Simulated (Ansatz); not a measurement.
**CH₃AlF (charge −1): density, localisation and related maps**

```yaml
atoms:
  - { symbol: C, position_ang: [0.4796, -0.6080, -0.6794] }
  - { symbol: Al, position_ang: [0.8211, -0.1490, 1.0546] }
  - { symbol: F, position_ang: [2.1691, -0.6516, 1.9694] }
  - { symbol: H, position_ang: [1.0893, -1.2467, -1.3199] }
  - { symbol: H, position_ang: [-0.4127, -0.2381, -1.1904] }
  - { symbol: H, position_ang: [-0.0822, 0.7991, 2.0076] }
```

Geometry: PBE0-D4/def2-TZVPD; the highest occupied orbital lies above zero, a sign that basis and functional describe the outermost electron poorly.

Method: RKS PBE0-D4/def2-TZVPPD in Ansatz.

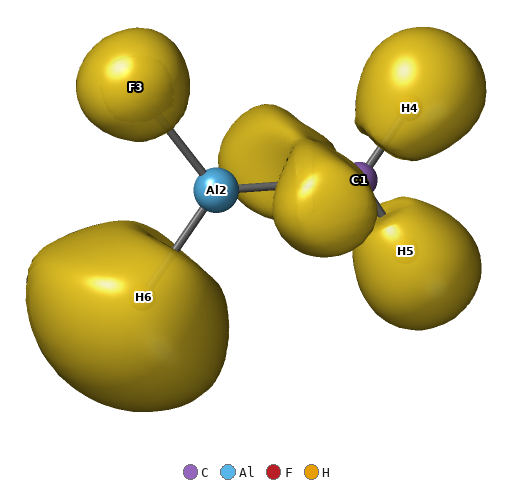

Figure 1. Isosurface of the ELF at 0.8 (yellow), seen at a tilt. Core shells and regions of very low density are left out.

> Where are the electrons localised?

The ELF exceeds this value in one region between bonded Al–C atoms (shared pairs), three regions around hydrogen nuclei and one region wrapped around F (its valence shell). Along the contacts the grid gives the following. Al–F (1.70 Å): the ELF peaks at about 0.85 in the valence shell of F, 0.6 Å from its nucleus, and is about 0.40 at the midpoint. C–Al (1.83 Å): the ELF peaks at about 0.95 between the atoms, as expected for a polar covalent bond.

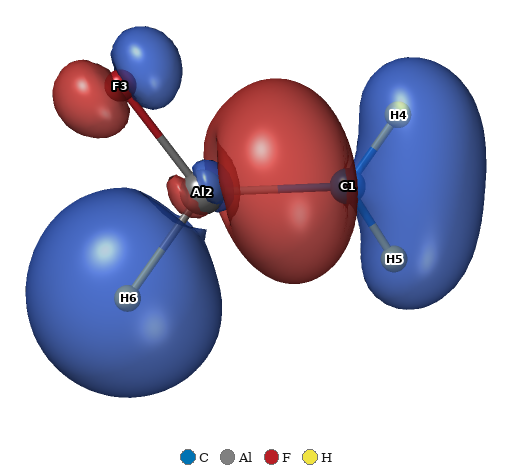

Figure 2. The HOMO−1 at ±0.08 Å⁻³ᐟ² (blue and red are the two phases), seen across its widest extent.

> Where does this orbital lie, and at what energy?

It lies mainly on C1 (about 35 %), Al2 (about 25 %), H6 (about 25 %) and H4 (about 5 %); it is symmetric in the molecular plane (an in-plane orbital: σ, lone-pair or in-plane π type). Its energy is −2.81 eV.

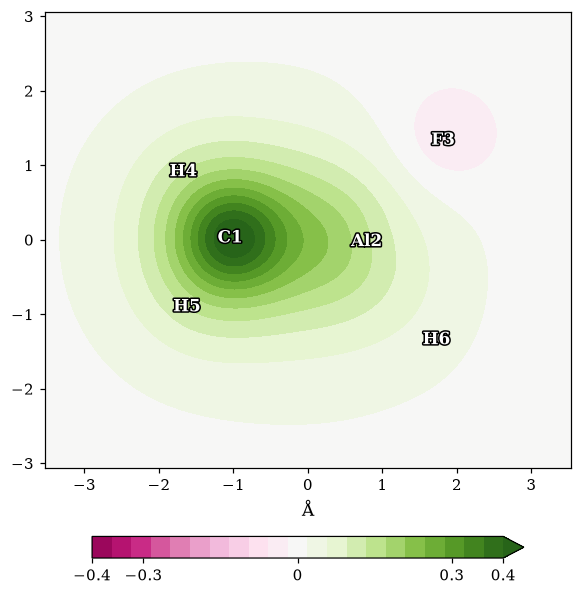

Figure 3. The HOMO on a plane 0.8 Å above the molecular plane (values in Å⁻³ᐟ²; the overall sign is arbitrary).

> Where does this orbital lie, and at what energy?

Its weight (Hirshfeld) is mainly on C1 (about 55 %) and Al2 (about 30 %); it changes sign across the molecular plane (π type); π-bonding across C1–Al2. Its energy is 0.19 eV.
